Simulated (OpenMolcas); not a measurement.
# One shape, several levels: [AlH3]− (SMILES [AlH3-])

Wanted: a comparison of 6 runs (ROHF/pcseg-0, U-r2SCAN/pcseg-0, UPBE/pcseg-0, UPBE0/pcseg-0, ROMP2/pcseg-0, ROCCSD(T)/pcseg-0) of [AlH3]−. 

The results are computed with OpenMolcas 26.06.

**1. The molecule**

[AlH3]− has 4 atoms, charge -1, and is taken as a doublet. SMILES: `[AlH3-]`. The Al1–H4 distance was set to 2.949 Å, away from the relaxed value. At this shape the atoms don't form one bonded unit as the SMILES string has it.

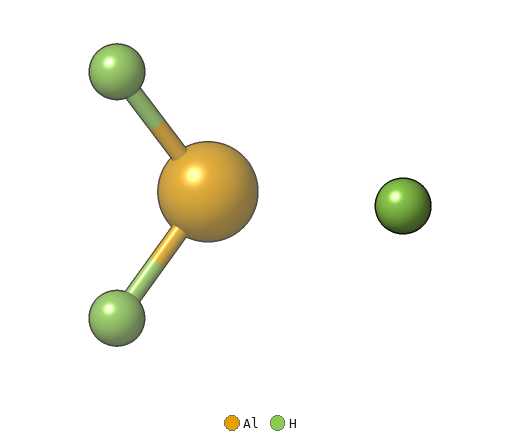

Viewed from a chosen angle; aluminium amber, hydrogen green.

**2. A single-point energy at ROHF/pcseg-0 (run 1)**

Contents of step1.inp:

```
* AlH3 Hartree-Fock
>>> EXPORT MOLCAS_PRINT=2
&GATEWAY
BASLIB = $CurrDir
COORD
4
bohr
Al    -2.00557389     2.25074318     0.35539890
H     -0.80941505     2.81524217     3.24989241
H     -4.25255274     0.09794828     1.03146732
H      1.96389788    -0.99316446    -1.82866907
BASIS = pcseg-0
GROUP = NoSym
&SEWARD
&SCF
UHF
CHARGE = -1
SPIN = 2
PRORBITALS = 1 1
&RASSCF
FILEORB = $Project.UnaOrb
SPIN = 2
NACTEL = 1 0 0
INACTIVE = 8
RAS2 = 1
OUTORBITALS = Canonical
ORBLISTING = Nothing
```

The basis set pcseg-0 is read from a file made from the Basis Set Exchange's data (not shown).

On the command line:

```bash
$ export MOLCAS_MEM=1860
$ pymolcas step1.inp > step1.log
```

The log of the run:

```text
--- Start Module: gateway ---
[...]
--- Stop Module: gateway /rc=_RC_ALL_IS_WELL_ ---
[...]
      Basis functions           19
[...]
--- Start Module: scf ---
[...]
       Convergence after  20 Iterations
[...]
::    Total SCF energy                               -243.2216499791
[...]
      Total spin, S                                     0.6131900638
[...]
--- Stop Module: scf /rc=_RC_ALL_IS_WELL_ ---
--- Start Module: rasscf ---
[...]
      Number of active orbitals                  1
[...]
      Spin quantum number                      0.5
[...]
      Active orbitals                            1
[...]
      Number of CSFs                             1
[...]
      Number of root(s) required                 1
[...]
      Convergence after 18 iterations
[...]
      printout of CI-coefficients larger than  0.05 for root  1
      energy=    -243.217856
      conf/sym  1     Coeff  Weight
             1  u   1.00000 1.00000
      Natural orbitals and occupation numbers for root  1
      sym 1:   1.000000
      ************************************************************************************************************************
      *                                                    Final results                                                     *
[...]
::    RASSCF root number  1 Total energy:   -243.21785578
[...]
      Total electronic charge=   17.000000
      Total            charge=   -1.000000
[...]
      Dipole Moment (debye):
      Origin of the operator (angstrom)=   -1.0094    1.1052    0.2127
                   X= -4.7533E+00               Y=  5.1840E+00               Z=  1.0310E+00           Total=  7.1085E+00
      Center of Charge (angstrom)
[...]
--- Stop Module: rasscf /rc=_RC_ALL_IS_WELL_ ---
[...]
```

It took 2.2 s on 1 thread of Arm Neoverse V2, shared host; peak memory 0.37 GiB.

**3. A single-point energy at U-r2SCAN/pcseg-0 (run 2)**

Contents of mol.inp:

```
>>> EXPORT MOLCAS_PRINT=2

&GATEWAY
  BasLib = $CurrDir
  Coord
  4
  bohr
  Al    -2.00557389     2.25074318     0.35539890
  H     -0.80941505     2.81524217     3.24989241
  H     -4.25255274     0.09794828     1.03146732
  H      1.96389788    -0.99316446    -1.82866907
  Basis = pcseg-0
  Group = NoSym

&SEWARD
  GridInput
  Grid=UltraFine
  End of Grid

&SCF
  UHF
  Charge = -1
  Spin = 2
  KSDFT = 2
  1.0 MGGA_X_R2SCAN
  1.0 MGGA_C_R2SCAN
  Thresholds = 1e-10 1e-07 1e-07 1e-05
  PrOrbitals = 1 1
```

The basis set pcseg-0 is read from a file made from the Basis Set Exchange's data (not shown).

On the command line:

```bash
$ export MOLCAS_MEM=1860
$ pymolcas mol.inp > mol.log
```

The log of the run:

```text
--- Start Module: gateway ---
[...]
--- Stop Module: gateway /rc=_RC_ALL_IS_WELL_ ---
--- Start Module: seward ---
[...]
      Basis functions           19
--- Stop Module: seward /rc=_RC_ALL_IS_WELL_ ---
--- Start Module: scf ---
[...]
       Convergence after  20 Iterations
[...]
::    Total KS-DFT energy                            -243.8040888609
[...]
      Total spin, S                                     0.5248648976
[...]
      Total electronic charge=   17.000000
      Total            charge=   -1.000000
[...]
      Dipole Moment (debye):
      Origin of the operator (angstrom)=   -1.0094    1.1052    0.2127
                   X= -3.4077E+00               Y=  3.4531E+00               Z=  1.0630E+00           Total=  4.9665E+00
      Center of Charge (angstrom)
[...]
--- Stop Module: scf /rc=_RC_ALL_IS_WELL_ ---
[...]
```

Wall time 8.7 s (1 thread of Arm Neoverse V2, shared host); peak memory 0.37 GiB.

Runs 3 to 5 aren't shown in full; the table further down has their settings and results.

**4. The energy at ROCCSD(T)/pcseg-0 (run 6)**

Contents of mol.inp:

```
&gateway
baslib=$CurrDir
coord
4
bohr
Al    -2.00557389     2.25074318     0.35539890
H     -0.80941505     2.81524217     3.24989241
H     -4.25255274     0.09794828     1.03146732
H      1.96389788    -0.99316446    -1.82866907
basis=pcseg-0
group=NoSym
&seward
&scf
uhf
charge=-1
spin=2
thresholds=1e-10 1e-07 1e-07 1e-05
prorbitals=1 1
&rasscf
fileorb=$Project.UnaOrb
spin=2
nactel=1 0 0
inactive=8
ras2=1
outorbitals=Canonical
orblisting=Nothing
&motra
jobiph
frozen=5
&ccsdt
cct
triples=3
iterations=80
accuracy=1e-08
extrapolation=5 4
```

The basis set pcseg-0 is read from a file made from the Basis Set Exchange's data (not shown).

On the command line:

```bash
$ export MOLCAS_MEM=1860
$ pymolcas mol.inp > mol.log
```

The log of the run:

```text
--- Start Module: gateway ---
[...]
--- Stop Module: gateway /rc=_RC_ALL_IS_WELL_ ---
[...]
      Basis functions           19
[...]
       Convergence after  24 Iterations
[...]
::    Total SCF energy                               -243.2216499794
[...]
      Total spin, S                                     0.6131892454
[...]
      Number of active orbitals                  1
[...]
      Spin quantum number                      0.5
[...]
      Active orbitals                            1
[...]
      Number of CSFs                             1
[...]
      Number of root(s) required                 1
[...]
      Convergence after 18 iterations
[...]
      printout of CI-coefficients larger than  0.05 for root  1
      energy=    -243.217856
      conf/sym  1     Coeff  Weight
             1  u   1.00000 1.00000
      Natural orbitals and occupation numbers for root  1
      sym 1:   1.000000
      ************************************************************************************************************************
      *                                                    Final results                                                     *
[...]
::    RASSCF root number  1 Total energy:   -243.21785578
[...]
      Total electronic charge=   17.000000
      Total            charge=   -1.000000
[...]
      Dipole Moment (debye):
      Origin of the operator (angstrom)=   -1.0094    1.1052    0.2127
                   X= -4.7533E+00               Y=  5.1840E+00               Z=  1.0310E+00           Total=  7.1085E+00
      Center of Charge (angstrom)
[...]
--- Start Module: motra ---
[...]
      *** WARNING: Default frozen orbitals is overwritten by user input.
      *** Default values:   2
[...]
--- Stop Module: motra /rc=_RC_ALL_IS_WELL_ ---
--- Start Module: ccsdt ---
[...]
      Convergence after                    20  Iterations
      Total energy (diff) :    -243.28893123      -0.00000000
[...]
 METHOD                       : CCSD+T(CCSD)+<T3(1)WT1>+<T3(1)UT2> = CCSD(T)
[...]
       CCSD     =      -243.2889312268905
[...]
--- Stop Module: ccsdt /rc=_RC_ALL_IS_WELL_ ---
[...]
```

It took 2.5 s on 1 thread of Arm Neoverse V2, shared host; peak memory 0.37 GiB.

**5. All runs side by side**

```csv
run,level,integration grid,SCF convergence threshold,frozen core orbitals,energy (Eh),wall time
1,ROHF/pcseg-0,–,–,–,-243.217856,2.2 s
2,U-r2SCAN/pcseg-0,UltraFine,1e-10,–,-243.804089,8.7 s
3,UPBE/pcseg-0,UltraFine,1e-10,–,-243.696371,6 s
4,UPBE0/pcseg-0,UltraFine,1e-10,–,-243.710093,5.7 s
5,ROMP2/pcseg-0,–,1e-10,5,-243.265216,2.4 s
6,ROCCSD(T)/pcseg-0,–,1e-10,5,-243.290449,2.5 s
```

**6. Summary of results**

```
             quantity          value
  run 6: total energy  -243.29045 Eh
run 6: (T) correction      -1.52 mEh
```

Totals of different functionals can't be ranked against each other. In runs 2, 3 the HOMO lies above zero, so the outermost electron may be held by the basis alone. All runs together took 28 s, the longest 8.7 s.
